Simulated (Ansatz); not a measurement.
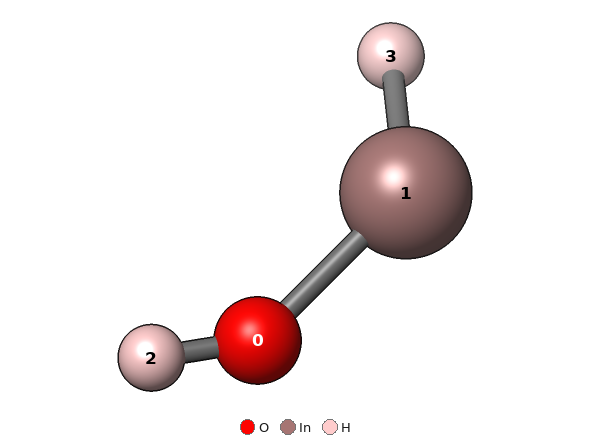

Starting geometry of the run. Atoms are numbered from 0, in the order of the input.

Input file:

```yaml
crystal:
  periodic: [false, false, false]
  atoms:
    - {symbol: O, position_ang: [-1.898459, -0.423583, -0.134795]}
    - {symbol: In, position_ang: [-0.045958, -0.010259, -0.003265]}
    - {symbol: H, position_ang: [-2.799914, -0.099229, 0.017108]}
    - {symbol: H, position_ang: [0.739309, 1.476956, -0.610433]}
basis:
  gaussian: {orbitals: def2-SVPD}
total_charge: -1
hamiltonian: {xc: pbe, dispersion: d4}
relax: {f_tol: 0.03, max_steps: 250}
```

Command:

```sh
ansatz run in.yaml --threads 2 --pin off --events-out ev --progress --plain --max-ram 4352MiB
```

Output (its end):

```
666 factors; their error is unknown
mean field -7250.90539880 eV, -266.4658585658 hartree, gradient 1.3e-5 eV, S^2 0.000000; 1 other end points of the search recorded, 0 dependent functions left out
the calculation of the forces begins
reference -7250.90544179 eV, -266.4658601454 hartree; 16, 16 occupied and 55, 55 virtual orbitals, 666 factors
Total energy: -7250.97387364 eV, -266.4683749695 hartree
Atom 0 at    -1.992635    -0.541117     0.050807 Å, force    -0.000210    -0.001251     0.000519 eV/Å
Atom 1 at     0.196944    -0.352945     0.050589 Å, force     0.000205     0.000648    -0.000268 eV/Å
Atom 2 at    -2.304971     0.330307    -0.252247 Å, force    -0.000173     0.001011    -0.000438 eV/Å
Atom 3 at     0.095640     1.507640    -0.580534 Å, force     0.000177    -0.000408     0.000187 eV/Å
Dipole moment:     0.307680    -0.054006     0.027184 e Å
```
